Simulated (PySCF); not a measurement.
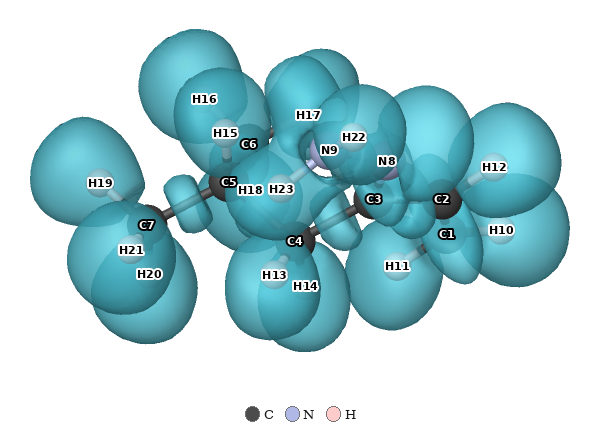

*C₇H₁₄N₂ (SMILES C=C/C(CC(C)C)=N/N). Isosurface of the electron localisation function at 0.75 (cyan), seen from one side. Only the valence region is drawn (cores and ρ < 0.01 e/Å³ removed).*

Geometry: GFN2-xTB.

Theory: PBE0/pcSseg-1, SCF density, gas phase, non-relativistic in PySCF 2.14.0.

```xyz
23

C     1.7479   -1.8412    1.4160
C     2.1033   -1.0462    0.4117
C     1.3973    0.1228   -0.0804
C     0.1072    0.5944    0.5455
C    -1.1231    0.2285   -0.3037
C    -1.3558   -1.2794   -0.3002
C    -2.3602    0.9585    0.2152
N     1.9732    0.7017   -1.0694
N     1.4438    1.7571   -1.7085
H     2.3542   -2.6848    1.6975
H     0.8502   -1.6984    1.9924
H     3.0161   -1.2466   -0.1334
H     0.1479    1.6852    0.6568
H    -0.0020    0.1731    1.5439
H    -0.9375    0.5433   -1.3367
H    -2.1851   -1.5351   -0.9564
H    -0.4678   -1.8038   -0.6443
H    -1.5957   -1.6262    0.7031
H    -3.2310    0.7006   -0.3833
H    -2.5605    0.6807    1.2483
H    -2.2244    2.0377    0.1717
H     2.1460    2.2752   -2.2166
H     0.7511    2.3300   -1.2316
```

> Describe the localisation domains.

At this value the surface marks out six regions between bonded C–C atoms (shared pairs), twelve regions around hydrogen nuclei, one region on N in which the atom's valence shell and bonds are merged and one joined region spread over several atoms (H, N), in which their bonds and any lone pairs are merged.

Values along the shortest contacts:
C–N (1.28 Å): the ELF peaks at about 0.90 between the atoms; a covalent bond. C–C (1.33 Å): the ELF peaks at about 0.95 between the atoms; a multiple bond.
